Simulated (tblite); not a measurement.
Saddle-point search of CH₄BCl₂N

System: CH₄BCl₂N, SMILES CNB(Cl)Cl.
Method: GFN2-xTB saddle search (eigenvector following) and harmonic vibrations, gas phase (tblite 0.8.0).

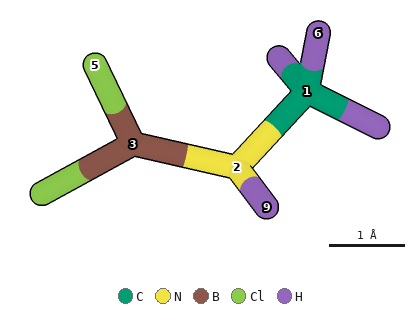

The starting structure (stick view, seen at a tilt; atoms are numbered from 1 in the order of the input). Bond lengths as drawn: B–Cl 1.71 to 1.74 Å, B–N 1.44 Å, C–H 1.09 to 1.10 Å, C–N 1.46 Å and H–N 1.01 Å.

Key numbers

| quantity | value |
| --- | --- |
| outcome | converged |
| total energy | −476.1690 eV |
| point group | C1 |
| hardware | 1 CPU thread, shared host |
| wall time | 0.81 s |
| peak memory | 0.19 GiB |

Input file
```
{"job": {"xc": "GFN2-xTB", "basis": "xTB", "kind": "saddle"}, "charge": 0, "multiplicity": 1}
C     -0.179033    -1.636495     1.308212
N     -0.003096    -0.466491     0.449236
B      1.280157     0.182357     0.360796
Cl     2.242683     0.157053    -1.093363
Cl     1.904812     1.032443     1.710951
H     -0.112214    -1.396066     2.376027
H     -1.152064    -2.077724     1.100630
H      0.593734    -2.363727     1.066908
H     -0.793124     0.156718     0.553134
```

The first line tells a small driver script what to run in tblite; the rest is the geometry in Å.

Command:
```bash
OMP_NUM_THREADS=1 python <driver script> task.json out
```

Log
```
step      E/eV     max force
  0    -476.14580   0.4684
  1    -476.16886   0.0427
  2    -476.16893   0.0150
  3    -476.16780   0.0773
  4    -476.16895   0.0066
  5    -476.16896   0.0010
lowest wavenumbers (cm-1): -246.6 133.4 165.2 249.6 256.3 415.2
```

Trajectory as extended XYZ (Å, eV, eV/Å), 6 frames, from step=0 to step=5
```
9
Properties=species:S:1:pos:R:3:forces:R:3 step=0 energy=-476.14580
C    -0.1790   -1.6365    1.3082    0.0110  -0.0070  -0.0380
N    -0.0031   -0.4665    0.4492   -0.0200  -0.1290  -0.2250
B     1.2802    0.1824    0.3608    0.0130  -0.0360  -0.3180
Cl    2.2427    0.1571   -1.0934   -0.3100  -0.0740   0.3110
Cl    1.9048    1.0324    1.7110    0.2850   0.2410   0.2830
H    -0.1122   -1.3961    2.3760    0.0030   0.0100   0.0000
H    -1.1521   -2.0777    1.1006    0.0010   0.0000   0.0040
H     0.5937   -2.3637    1.0669   -0.0050  -0.0030   0.0030
H    -0.7931    0.1567    0.5531    0.0220  -0.0010  -0.0210
9
Properties=species:S:1:pos:R:3:forces:R:3 step=1 energy=-476.16886
C    -0.1780   -1.6384    1.3005   -0.0010  -0.0010  -0.0010
N    -0.0009   -0.4661    0.4447   -0.0240  -0.0090   0.0040
B     1.2776    0.1941    0.3736   -0.0220  -0.0060   0.0080
Cl    2.1951    0.1255   -1.0690    0.0270  -0.0020  -0.0330
Cl    1.9524    1.0662    1.7224    0.0180   0.0190   0.0240
H    -0.1225   -1.3989    2.3692    0.0010  -0.0010  -0.0020
H    -1.1465   -2.0849    1.0835    0.0020   0.0000   0.0010
H     0.6012   -2.3608    1.0654   -0.0010   0.0010   0.0000
H    -0.7964    0.1514    0.5422    0.0000  -0.0020   0.0000
9
Properties=species:S:1:pos:R:3:forces:R:3 step=2 energy=-476.16893
C    -0.1787   -1.6382    1.3010   -0.0010  -0.0020   0.0010
N    -0.0023   -0.4638    0.4482   -0.0010  -0.0010  -0.0020
B     1.2765    0.1950    0.3746    0.0090  -0.0010  -0.0120
Cl    2.1936    0.1244   -1.0724   -0.0080   0.0020   0.0120
Cl    1.9612    1.0653    1.7216   -0.0030  -0.0010  -0.0010
H    -0.1309   -1.4002    2.3704    0.0000  -0.0010  -0.0030
H    -1.1435   -2.0896    1.0773    0.0030   0.0030   0.0020
H     0.6057   -2.3563    1.0696   -0.0030   0.0020   0.0010
H    -0.7996    0.1516    0.5422    0.0020   0.0000   0.0010
9
Properties=species:S:1:pos:R:3:forces:R:3 step=3 energy=-476.16780
C    -0.1753   -1.6391    1.3007   -0.0100  -0.0250   0.0150
N     0.0011   -0.4742    0.4346   -0.0220   0.0130   0.0010
B     1.2749    0.1974    0.3803    0.0280  -0.0120  -0.0710
Cl    2.2176    0.1303   -1.0546   -0.0380   0.0080   0.0580
Cl    1.9259    1.0785    1.7342    0.0090  -0.0010   0.0050
H    -0.0634   -1.3998    2.3665   -0.0140  -0.0170  -0.0400
H    -1.1673   -2.0551    1.1285    0.0520   0.0130   0.0080
H     0.5703   -2.3868    1.0307   -0.0280   0.0320   0.0230
H    -0.8020    0.1369    0.5117    0.0240  -0.0120   0.0020
9
Properties=species:S:1:pos:R:3:forces:R:3 step=4 energy=-476.16895
C    -0.1782   -1.6383    1.3008    0.0010   0.0030  -0.0020
N    -0.0021   -0.4657    0.4453    0.0020  -0.0010  -0.0010
B     1.2766    0.1944    0.3739   -0.0030  -0.0010   0.0020
Cl    2.1963    0.1258   -1.0698    0.0020   0.0000  -0.0040
Cl    1.9555    1.0660    1.7232    0.0010   0.0020   0.0020
H    -0.1230   -1.3993    2.3693    0.0000   0.0020   0.0050
H    -1.1461   -2.0856    1.0836   -0.0060  -0.0020  -0.0020
H     0.6014   -2.3599    1.0657    0.0040  -0.0030  -0.0020
H    -0.7985    0.1506    0.5406   -0.0020   0.0010   0.0000
9
Properties=species:S:1:pos:R:3:forces:R:3 step=5 energy=-476.16896
C    -0.1782   -1.6383    1.3008    0.0000   0.0000   0.0000
N    -0.0020   -0.4659    0.4452    0.0000   0.0000   0.0000
B     1.2765    0.1944    0.3740    0.0000   0.0000  -0.0010
Cl    2.1965    0.1261   -1.0699    0.0000   0.0000   0.0010
Cl    1.9553    1.0661    1.7235    0.0000   0.0000   0.0000
H    -0.1223   -1.3991    2.3695    0.0000   0.0000   0.0000
H    -1.1465   -2.0853    1.0841    0.0000   0.0000   0.0000
H     0.6011   -2.3603    1.0653    0.0000   0.0000   0.0000
H    -0.7986    0.1504    0.5400    0.0000   0.0000   0.0000
```

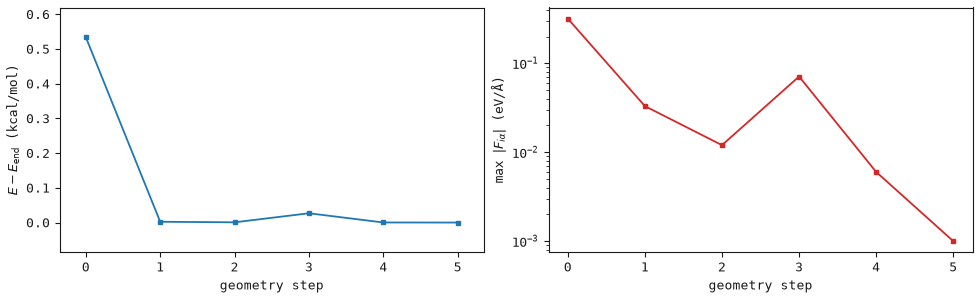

Progress of the saddle-point search, step by step (steps are counted from 0).

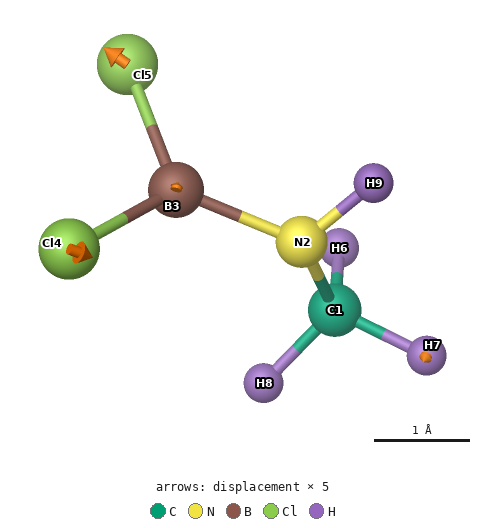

The starting structure with the displacements as orange arrows, magnified 5 times (ball-and-stick view, seen at a tilt). The two geometries are laid on each other by the best rigid fit. The largest move after the best rigid fit is that of Cl5, 0.062 Å. Largest moves by element: Cl 0.062 Å, H 0.019 Å, B 0.018 Å, C 0.008 Å, N 0.004 Å. Among the contacts that change: B3–Cl5 1.713 → 1.744 Å, B3–Cl4 1.744 → 1.713 Å. Among the angles that change: N2–B3–Cl5 120.0° → 122.4°, N2–B3–Cl4 122.4° → 120.0°. After 5 geometry steps the energy has fallen by 0.53 kcal/mol. Largest force component: 0.32 eV/Å at the start, 0.001 eV/Å at the end. (Atoms are counted from 1 in the order of the input.)
